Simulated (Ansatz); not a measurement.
**C₂H₈InNOSi: reading failed and doubtful runs**

4 inputs were typed for C₂H₈InNOSi. Each is run as it stands; the log then has to tell whether the result can be used.

Computed with Ansatz 0.2.0, Gaussian basis. Level: the settings change from run to run.

### 1 The geometry

The geometry comes from an earlier relaxation with PBE0-D4 in a triple-zeta def2 set; it is a stationary point, not always the lowest conformer. In takes a core potential in def2 sets; no spin-orbit term is included.

SMILES `C=C(N)[SiH](O)[InH2]`, 14 atoms, charge 0, spin multiplicity 1.

Atoms are counted from 1 here; the program's logs count them from 0.

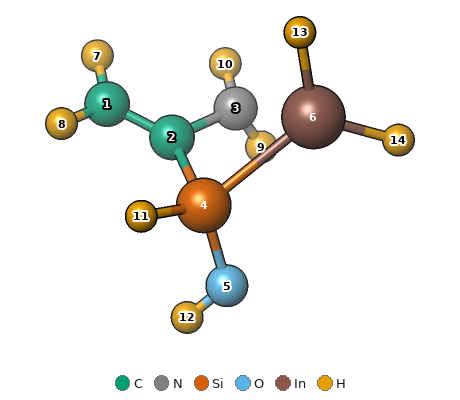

The structure; carbon teal, nitrogen grey, silicon orange, oxygen blue, indium brown, hydrogen amber; atoms are numbered from 1 in the order of the file.

### 2 Attempt 1

File in.yaml:

```yaml
crystal:
  periodic: [false, false, false]
  atoms:
    - {symbol: C, position_ang: [-1.978128, 0.417038, 0.460067]}
    - {symbol: C, position_ang: [-0.749493, 0.319018, -0.040545]}
    - {symbol: N, position_ang: [0.235744, 1.340633, 0.163502]}
    - {symbol: Si, position_ang: [0.139301, -1.271365, -0.569884]}
    - {symbol: O, position_ang: [0.585490, -1.226705, -2.171416]}
    - {symbol: In, position_ang: [1.979341, -0.367593, 0.981885]}
    - {symbol: H, position_ang: [-2.331283, 1.305997, 0.979862]}
    - {symbol: H, position_ang: [-2.668273, -0.414109, 0.387921]}
    - {symbol: H, position_ang: [0.675719, 1.627312, -0.704099]}
    - {symbol: H, position_ang: [-0.115042, 2.161274, 0.645478]}
    - {symbol: H, position_ang: [-0.811834, -2.401345, -0.352478]}
    - {symbol: H, position_ang: [-0.110562, -1.381769, -2.813056]}
    - {symbol: H, position_ang: [1.709599, -0.417018, 2.687909]}
    - {symbol: H, position_ang: [3.439409, 0.308622, 0.344864]}
basis:
  gaussian: {orbitals: def2-TZVP, fitting: {mean_field: cc-pVTZ-jkfit}, final_grid: {core_spheres: 20, valence_spheres: 16, degree: 47}}
hamiltonian: {xc: {name: wB97X}}
output: {forces: true}
```

The run is started by

```
$ ansatz run in.yaml --threads 2 --pin off --events-out ev --progress --plain --max-ram 31744MiB --backend cpu
```

Standard output:

```text
Functional definition: wB97X
  name "wB97X"
  cite "Chai & Head-Gordon, J. Chem. Phys. 128, 084106 (2008) doi:10.1063/1.2834918"
  cite "Becke, J. Chem. Phys. 107, 8554 (1997) doi:10.1063/1.475007"
  parameter omega = 0.3/bohr
  parameter cx = 0.157706
  parameter cx1 = 0.726479
  parameter cx2 = 1.04760
  parameter cx3 = -5.70635
  parameter cx4 = 13.2794
  parameter css1 = -4.33879
  parameter css2 = 18.2308
  parameter css3 = -31.7430
  parameter css4 = 17.2901
  parameter cos1 = 2.37031
  parameter cos2 = -11.3995
  parameter cos3 = 6.58405
  parameter cos4 = -3.78132
  # The coefficients of nought are those of the uniform gas.
  exchange = spin_sum(e_x_unif_sr(omega)*poly(b97_u_x, 1 - cx, cx1, cx2, cx3, cx4)) + cx*exact_x_sr(omega)
      + exact_x_lr(omega)
  correlation = spin_sum(e_c_pw_same_spin*poly(b97_u_same, 1, css1, css2, css3, css4))
      + integral(e_c_pw_opposite_spin*poly(b97_u_opposite, 1, cos1, cos2, cos3, cos4))
Error: <dir> the basis set cc-pVTZ-JKFIT has no functions for In
```

It took 0.1 s on 2 threads of AMD EPYC 7R13, shared host.

What is wrong: Refused before any calculation. The fitting set named has no entry for an element of this molecule. Cure: leave the fitting key out, or name a set that covers all elements and suits the basis.

### 3 Attempt 2

File in.yaml:

```yaml
crystal:
  periodic: [false, false, false]
  atoms:
    - {symbol: C, position_ang: [-4.351881, 0.917484, 1.012148]}
    - {symbol: C, position_ang: [-1.648885, 0.701839, -0.089199]}
    - {symbol: N, position_ang: [0.518636, 2.949393, 0.359703]}
    - {symbol: Si, position_ang: [0.306463, -2.797004, -1.253744]}
    - {symbol: O, position_ang: [1.288079, -2.698751, -4.777116]}
    - {symbol: In, position_ang: [4.354550, -0.808704, 2.160148]}
    - {symbol: H, position_ang: [-5.128822, 2.873193, 2.155697]}
    - {symbol: H, position_ang: [-5.870201, -0.911040, 0.853427]}
    - {symbol: H, position_ang: [1.486582, 3.580087, -1.549018]}
    - {symbol: H, position_ang: [-0.253093, 4.754802, 1.420051]}
    - {symbol: H, position_ang: [-1.786034, -5.282960, -0.775452]}
    - {symbol: H, position_ang: [-0.243236, -3.039892, -6.188723]}
    - {symbol: H, position_ang: [3.761118, -0.917439, 5.913399]}
    - {symbol: H, position_ang: [7.566700, 0.678969, 0.758700]}
basis:
  gaussian: {orbitals: def2-TZVP, final_grid: {core_spheres: 20, valence_spheres: 16, degree: 47}, nuclear_model: gaussian}
hamiltonian: {xc: {name: SVWN5}}
output: {forces: true}
```

The command is unchanged.

Standard output, shortened:

```text
Functional definition: SVWN5
  name "SVWN5"
  cite "Dirac, Proc. Camb. Phil. Soc. 26, 376 (1930) doi:10.1017/S0305004100016108"
  cite "Slater, Phys. Rev. 81, 385 (1951) doi:10.1103/PhysRev.81.385"
  cite "Vosko, Wilk & Nusair, Can. J. Phys. 58, 1200 (1980) doi:10.1139/p80-159"
[...]
1658 factors; their error is unknown
[...]
mean field -18654.18439924 eV, -685.5286324119 hartree, gradient 2.4e-6 eV, S^2 0.000000; 10 other end points of the search recorded, 0 dependent functions left out
[...]
reference -18654.18450664 eV, -685.5286363585 hartree; 35, 35 occupied and 224, 224 virtual orbitals, 1658 factors
Total energy: -18654.18450664 eV, -685.5286363585 hartree
Atom 0 at    -4.351881     0.917484     1.012148 Å, force    -0.335636    -0.009380     0.180864 eV/Å
Atom 1 at    -1.648885     0.701839    -0.089199 Å, force    -0.591860     0.637706     0.559675 eV/Å
[...]
Atom 4 at     1.288079    -2.698751    -4.777116 Å, force    -2.346530    -0.458072    -1.093254 eV/Å
Atom 5 at     4.354550    -0.808704     2.160148 Å, force     0.341735     0.261311     0.325183 eV/Å
Atom 6 at    -5.128822     2.873193     2.155697 Å, force     0.574598    -1.688749    -0.950140 eV/Å
Atom 7 at    -5.870201    -0.911040     0.853427 Å, force     1.251126     1.610204     0.181131 eV/Å
Atom 8 at     1.486582     3.580087    -1.549018 Å, force    -1.261037    -0.567905     2.133388 eV/Å
Atom 9 at    -0.253093     4.754802     1.420051 Å, force     0.823422    -1.978823    -1.397436 eV/Å
Atom 10 at    -1.786034    -5.282960    -0.775452 Å, force     0.798468     0.969764    -0.197498 eV/Å
Atom 11 at    -0.243236    -3.039892    -6.188723 Å, force     2.127838     0.447783     2.084594 eV/Å
Atom 12 at     3.761118    -0.917439     5.913399 Å, force     0.064940    -0.001933    -0.527332 eV/Å
Atom 13 at     7.566700     0.678969     0.758700 Å, force    -0.448860    -0.216164     0.175268 eV/Å
Dipole moment:     0.464847    -0.386522     0.655152 e Å
```

It took 23 s on 2 threads of AMD EPYC 7R13, shared host; peak memory 0.62 GiB.

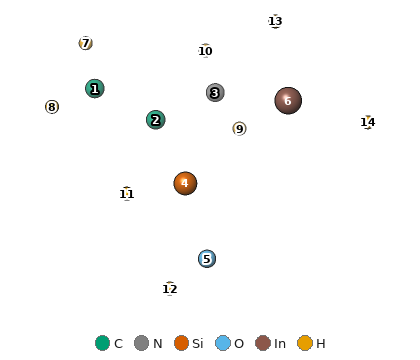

The geometry of this input.

Diagnosis: The run converged, but a converged run isn't a right one. The geometry is stretched to more than twice its size. The shortest distance is 2.11 Å (O5–H12), against 0.96 Å in the relaxed molecule. Its energy is no property of the relaxed molecule. Cure: use the relaxed coordinates.

### 4 Attempt 3

File in.yaml:

```yaml
crystal:
  periodic: [false, false, false]
  atoms:
    - {symbol: C, position_ang: [-1.859077, 0.467307, 0.494131]}
    - {symbol: C, position_ang: [-0.635716, 0.258453, 0.007165]}
    - {symbol: N, position_ang: [0.211140, 1.401066, 0.078599]}
    - {symbol: Si, position_ang: [0.176425, -1.225957, -0.600442]}
    - {symbol: O, position_ang: [0.612612, -1.164128, -2.200381]}
    - {symbol: In, position_ang: [1.870087, -0.454623, 1.043886]}
    - {symbol: H, position_ang: [-2.370163, 1.453587, 0.996627]}
    - {symbol: H, position_ang: [-2.576485, -0.544964, 0.214469]}
    - {symbol: H, position_ang: [0.814066, 1.519881, -0.644476]}
    - {symbol: H, position_ang: [-0.355907, 2.141112, 0.713202]}
    - {symbol: H, position_ang: [-0.791708, -2.428829, -0.373105]}
    - {symbol: H, position_ang: [-0.136230, -1.443716, -2.729617]}
    - {symbol: H, position_ang: [1.868229, -0.449827, 2.699680]}
    - {symbol: H, position_ang: [3.407287, 0.345704, 0.288487]}
basis:
  gaussian: {orbitals: def2-SVPD}
hamiltonian: {xc: {name: HF}, dispersion: rvv10}
accuracy: high
output: {forces: true}
```

Same command.

Standard output:

```text
Error: inconsistent input (hamiltonian.dispersion, hamiltonian.xc): `dispersion: rvv10` has no transferable b for PBE exchange — Sabatini et al. (2013) fitted b=6.3 to rPW86, and the PBE refits of Peng & Perdew (2017) are task-dependent (b=6.6 S22 / b=10.0 layered). Use `xc: {exchange: rpw86, correlation: pbe}` for the original rVV10 or `xc: r2scan` for the r²SCAN+rVV10 pairing
```

Wall time 0.05 s (2 threads of AMD EPYC 7R13, shared host).

**Diagnosis.** Refused before any calculation. The dispersion term doesn't go with the functional. Its coordinates are also moved off the relaxed structure. Fix: leave the dispersion key out, or pick one that has parameters for this functional.

### 5 Attempt 4

File in.yaml:

```yaml
crystal:
  periodic: [false, false, false]
  atoms:
    - {symbol: C, position_ang: [-3.738121, 0.788089, 0.869402]}
    - {symbol: C, position_ang: [-1.416337, 0.602857, -0.076619]}
    - {symbol: N, position_ang: [0.445491, 2.533430, 0.308973]}
    - {symbol: Si, position_ang: [0.263242, -2.402533, -1.076924]}
    - {symbol: O, position_ang: [1.106417, -2.318137, -4.103384]}
    - {symbol: In, position_ang: [3.740414, -0.694650, 1.855495]}
    - {symbol: H, position_ang: [-4.405487, 2.467978, 1.851672]}
    - {symbol: H, position_ang: [-5.042307, -0.782553, 0.733065]}
    - {symbol: H, position_ang: [1.276925, 3.075176, -1.330555]}
    - {symbol: H, position_ang: [-0.217398, 4.084217, 1.219777]}
    - {symbol: H, position_ang: [-1.534144, -4.537887, -0.666088]}
    - {symbol: H, position_ang: [-0.208932, -2.611166, -5.315907]}
    - {symbol: H, position_ang: [3.230676, -0.788050, 5.079413]}
    - {symbol: H, position_ang: [6.499544, 0.583212, 0.651699]}
basis:
  gaussian: {orbitals: STO-3G}
hamiltonian: {xc: {name: r2SCAN0}}
scf: {lower_state_search: light}
```

Launched as before.

Standard output, shortened:

```text
Functional definition: r2SCAN0
  name "r2SCAN0"
  cite "Bursch, Neugebauer, Ehlert & Grimme, J. Chem. Phys. 156, 134105 (2022) doi:10.1063/5.0086040"
  cite "Furness, Kaplan, Ning, Perdew & Sun, J. Phys. Chem. Lett. 11, 8208 (2020) doi:10.1021/acs.jpclett.0c02405"
  cite "Furness, Kaplan, Ning, Perdew & Sun, J. Phys. Chem. Lett. 11, 9248 (2020) doi:10.1021/acs.jpclett.0c03077"
  parent r2scan
[...]
803 factors; integrals over basis functions are off by at most 3.4e-5 eV
[...]
mean field -168083.29729184 eV, -6176.9472445242 hartree, gradient 2.3e-6 eV, S^2 0.000000; 20 other end points of the search recorded, 0 dependent functions left out
reference -168083.29730504 eV, -6176.9472450094 hartree; 49, 49 occupied and 15, 15 virtual orbitals, 803 factors
Total energy: -168083.29730504 eV, -6176.9472450094 hartree
```

It took 30 s on 2 threads of AMD EPYC 7R13, shared host.

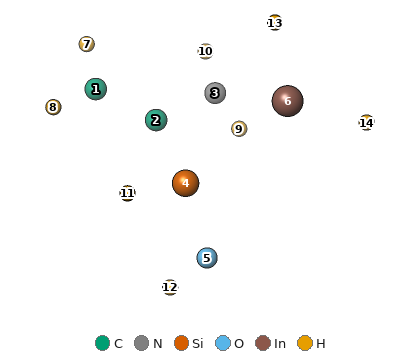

The geometry of this input.

Diagnosis: It ended without an error, which proves nothing about the input. The coordinates are in bohr but typed as ångström. The shortest distance is 1.81 Å (O5–H12), against 0.96 Å in the relaxed molecule. Its energy is no property of the relaxed molecule. To mend it, take the coordinates from the file in ångström.

### 6 Summary

| attempt | level | ended | cause | time |
| --- | --- | --- | --- | --- |
| 1 | wB97X/def2-TZVP | refused | the fitting set named has no entry for an element of this molecule | 0.1 s |
| 2 | SVWN5/def2-TZVP | converged | the geometry is stretched to more than twice its size | 23 s |
| 3 | HF/def2-SVPD | refused | the dispersion term doesn't go with the functional | 0.05 s |
| 4 | r2SCAN0/STO-3G | converged | the coordinates are in bohr but typed as ångström | 30 s |

2 refused, 2 converged. A refusal costs next to no computing time. The dangerous case is the input that converges on a wrong geometry, charge, spin, basis or grid: often only a look at the input shows it.
